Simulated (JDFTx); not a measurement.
System: TiB2(1 0 -1 0) (P6/mmm bulk; lattice of mp-1145, not re-optimised at this level), 1x1 cell of 11 atoms in 11 planes (B outermost, slab composition Ti3B8), area 9.77 Å² a face, 8.3 Å between the outermost planes in a cell 24.7 Å high; k mesh 8×6×1, Fermi width 0.01 Ha, no spin polarisation. Whether this polymorph is the ambient one wasn't checked. Neither spin polarisation nor a larger cell was tried.

Computed with a modified build of JDFTx: PBE, GBRV ultrasoft potentials, plane waves to 20/100 Ha. Liquid on both sides: CANDLE, water, 1 M NaF; nuclei fixed, outer atoms relaxed in vacuum. Potentials refer to SHE, placed 4.44 V below the bulk liquid's zero by convention. The surface is an ideal bare cut with both faces alike: no reconstruction, overlayer or explicit solvent molecules. At negative charge CANDLE's numbers also depend on the cell height, by up to tenths of a volt.

Farther out the cavity gives way and the charge runs off; such runs are left out, and the outermost points shown may already feel it.

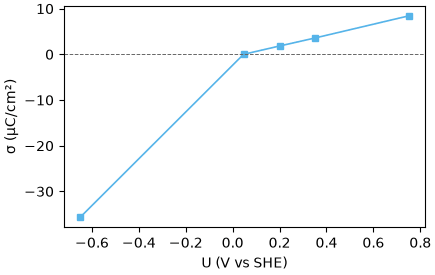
*Surface charge density of TiB2(1 0 -1 0) against potential*

Problem. Read off the potential of zero charge and the mean capacitance σ/(U − U_pzc) at the computed point just above it.

Solution. U_pzc ≈ 0.05 V. At 0.20 V it is about 12 μF/cm².
